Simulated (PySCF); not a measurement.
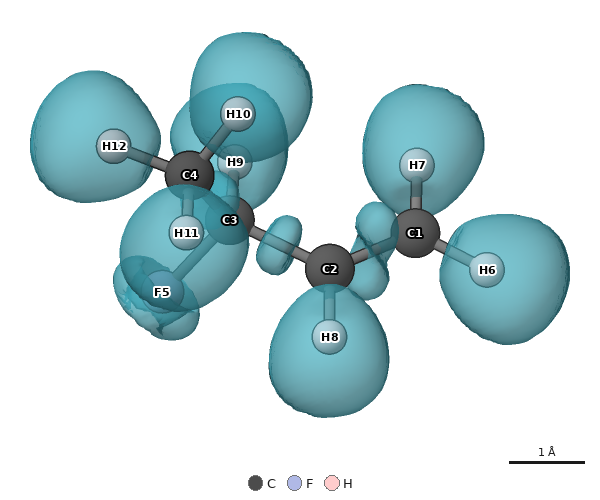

Figure. C$_{4}$H$_{7}$F (SMILES C=C[C@H](C)F). Isosurface of the ELF at 0.85 (cyan), seen at a tilt. Only the valence region is drawn (cores and ρ < 0.01 e/Å³ removed).

Geometry: PBE0-D3(BJ)/def2-SVP.

The calculation used PySCF, PBE0/pcSseg-1, SCF density, in a dichloromethane solvent model, non-relativistic.

The calculation's input:

```
{"job": {"xc": "PBE0", "basis": "pcSseg-1", "solvent": "dichloromethane", "kind": "nmr", "pop": true}, "charge": 0, "multiplicity": 1}
C      1.884226    -0.271778     0.577055
C      0.670232    -0.696596     0.231190
C     -0.339889     0.126113    -0.504857
C     -1.518220     0.518276     0.361969
F     -0.817304    -0.610367    -1.577025
H      2.571260    -0.900087     1.149350
H      2.238178     0.727293     0.301972
H      0.333017    -1.703262     0.507053
H      0.145582     1.029267    -0.915488
H     -1.193911     1.173298     1.183029
H     -1.991287    -0.376080     0.794686
H     -2.268308     1.049947    -0.241622
```

Command:

```sh
OMP_NUM_THREADS=1 python ens_run.py task.json out
```

Question: What do the ELF domains correspond to?

Answer: The ELF exceeds this value in three regions between bonded C–C atoms (shared pairs), seven regions around hydrogen nuclei and one region wrapped around F (its lone pairs, merged into a ring or cap). Along the contacts the grid gives the following. C–C (1.33 Å): the ELF peaks at about 0.95 between the atoms; a multiple bond. C–F (1.39 Å): the ELF peaks at about 0.85 between the atoms, as expected for a polar covalent bond.
